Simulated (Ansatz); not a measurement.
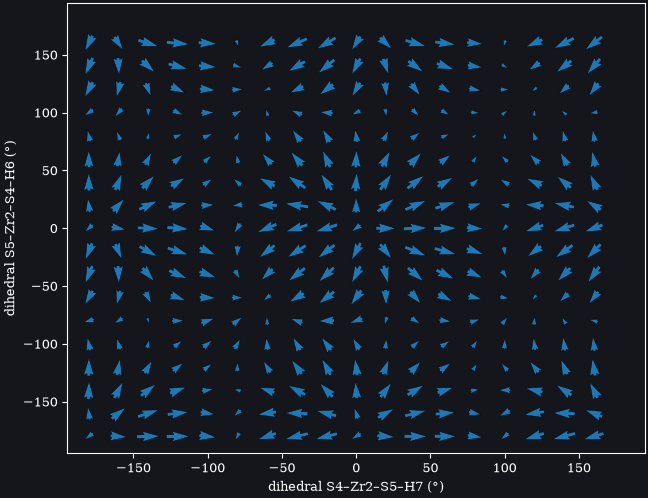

F2H2S2Zr, SMILES [F][Zr]([F])([SH])[SH]. 
- Coordinates scanned: (1) dihedral S4–Zr2–S5–H7; (2) dihedral S5–Zr2–S4–H6.
- Nothing is relaxed (all other coordinates rigid).
- The scan uses an 18 × 18 grid.
- Points are written as (first, second).
- Level of theory: RKS PBE-D4/def2-SVP (Ansatz 0.2.0).

Drawn: arrows along the force (downhill), their lengths compressed.

Q: The arrows alone are given. Where are the wells?

A: The arrows converge at about (−65°, −65°); about (−65°, 115°) (132 cm⁻¹ up); about (115°, −65°) (132 cm⁻¹ up); about (115°, 115°) (201 cm⁻¹ up) (read from the interpolated surface).

The energy map of the same scan:

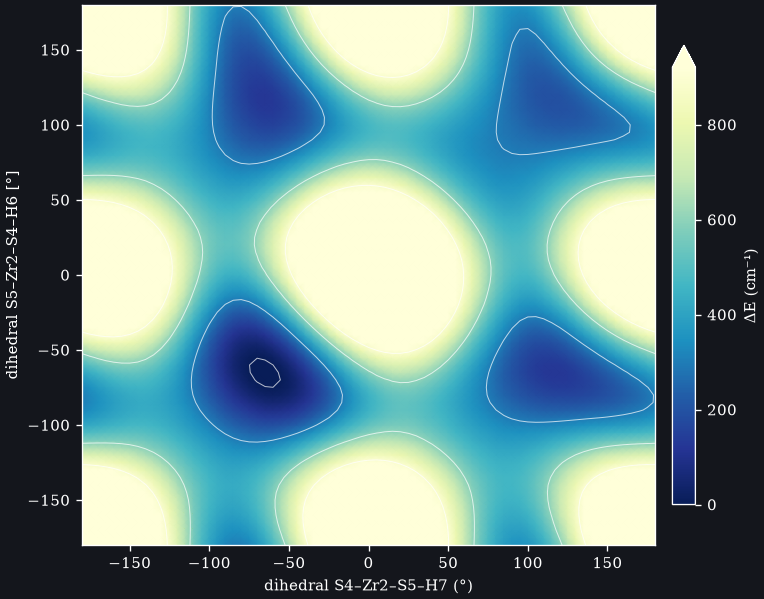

Energies are in cm⁻¹, from the lowest grid point; between grid points the surface is interpolated.
